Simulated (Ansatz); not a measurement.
Consider CH$_{3}$LiSi.

Input

```
crystal:
  periodic: [false, false, false]
  atoms:
    - { symbol: Li, position_ang: [-2.18442, 0.23371, 0.57275] }
    - { symbol: Si, position_ang: [-0.39772, -0.77907, -0.67334] }
    - { symbol: C, position_ang: [0.48657, 0.40663, 0.30514] }
    - { symbol: H, position_ang: [0.59748, -1.48573, -1.52417] }
    - { symbol: H, position_ang: [1.55114, 0.5846, 0.29847] }
    - { symbol: H, position_ang: [-0.05305, 1.03987, 1.02115] }
basis:
  gaussian: { orbitals: def2-SVP }
hamiltonian:
  xc: pbe
relax:
  f_tol: 0.02
  max_steps: 50
output:
  orbitals: {}
```

Run with:

```sh
ansatz run input.yaml --threads 1 --pin off --max-ram 2048MiB --backend cpu --events-out ev --progress --plain --runs-dir out
```

The fields are those of the relaxed geometry.

Theory: RKS PBE/def2-SVP in Ansatz.

What can the converged electron density and electron localisation function tell about the bonding?

C–Si (1.80 Å): ρ is about 0.98 e/Å³ halfway; the ELF peaks at about 0.90 between the atoms, as expected for localised, covalent bonding.
C–H (1.11 Å): ρ at the midpoint is about 1.8 e/Å³; the ELF climbs to about 1 towards the hydrogen, as it does in any bond to H: a covalent bond by its length.
Si–H (1.53 Å): the density is about 0.7 e/Å³ at the midpoint; the ELF climbs to about 1 towards the hydrogen.

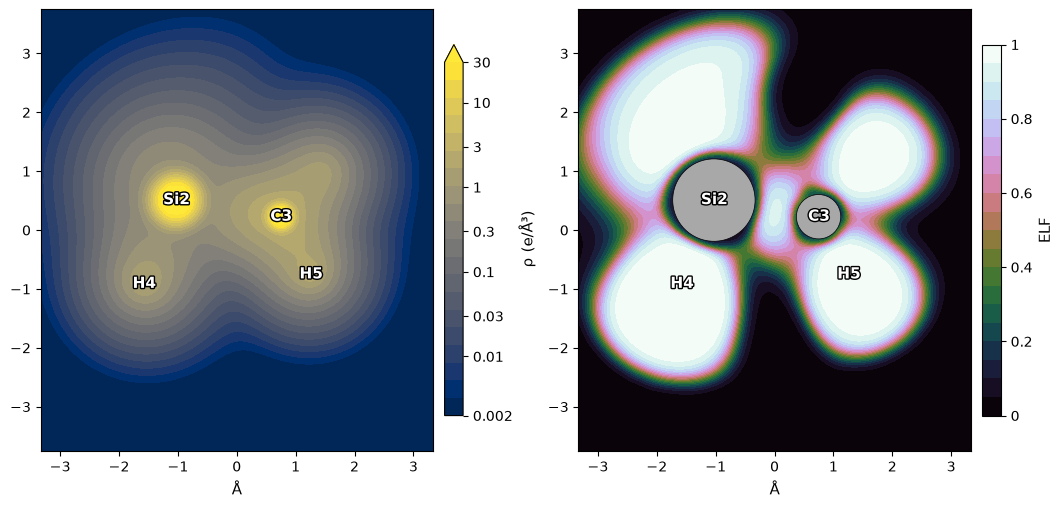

Computed electron density and electron localisation function on the plane of atoms Si2, C3 and H5, in this order. Grey discs cover the atomic cores in the ELF map. 
